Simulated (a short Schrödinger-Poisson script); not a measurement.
Structure: symmetric double-gate stack, Al2O3 on p-type GaN, at 300 K.

```csv
layer,material,thickness (nm),Na (cm⁻³)
1,Al2O3,3.9,-
2,GaN,5,1e16
3,Al2O3,3.9,-
```

Constants are typed, rounded textbook-type inputs, not results; the design itself was drawn at random and stands for no fabricated device. Al2O3: permittivity 9, conduction-band edge (eV) 2.75, gap (eV) 6.8, electron mass (mₑ) 0.3. GaN: permittivity 9.5, conduction-band edge (eV) 0, gap (eV) 3.43, Nv at 300 K (cm⁻³) 4.6e19.

Channel valleys (confinement mass, in-plane density-of-states mass, number): Γ 0.2, 0.2, 1. At the gates, both at one voltage, the conduction-band edge of layer 1 lies 2.96 eV − eVg above the Fermi level of the channel. Gaps are held at their typed values at every temperature. Mesh 0.03 nm at interfaces.

Solved with a short Schrödinger-Poisson script written for these runs: 1D Poisson equation in equilibrium, electrons quantum, Hartree (BenDaniel-Duke, 12 states a valley, the channel's in-plane mass for all, wave functions free to enter the dielectric), parabolic valleys, classical holes, full ionisation, no traps, pinning or gate leakage.

Only gate voltages with over 1e8 electrons/cm² are shown.

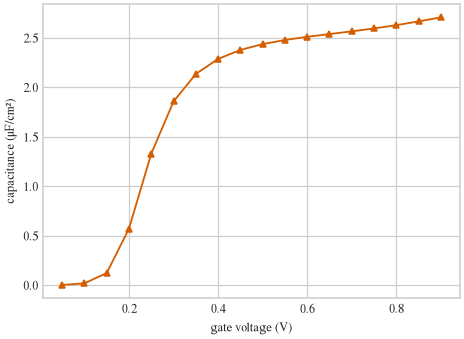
Figure. Quasi-static capacitance against gate voltage

```
Vg (V)  electrons (cm⁻²)  C (μF/cm²)  Γ E0 (meV)  Γ E1 (meV)
------  ----------------  ----------  ----------  ----------
0.05              4.47e8     < 0.003       219.3       396.3
0.1               3.08e9      0.0193       169.4       346.5
0.15             2.05e10       0.123       120.3       297.3
0.2              1.15e11       0.572        75.2       251.9
0.25             4.10e11        1.33        40.5       216.2
0.3              9.14e11        1.86        16.6       190.6
0.35             1.54e12        2.14        -1.0       170.9
0.4              2.23e12        2.29       -15.2       154.3
0.45             2.96e12        2.38       -27.7       139.5
0.5              3.71e12        2.44       -39.1       125.7
0.55             4.48e12        2.48       -49.8       112.6
0.6              5.26e12        2.51       -60.0       100.0
0.65             6.05e12        2.54       -69.8        87.8
0.7              6.84e12        2.57       -79.4        75.9
0.75             7.65e12        2.60       -88.6        64.3
0.8              8.46e12        2.63       -97.6        53.1
0.85             9.29e12        2.67      -106.2        42.3
0.9              1.01e13        2.71      -114.3        32.0
```

Subbands count from the Fermi level. The capacitance is that of both gates.

In real p-type GaN the Mg acceptor is only partly ionised, and so wide a gap doesn't supply an inversion layer without source and drain.
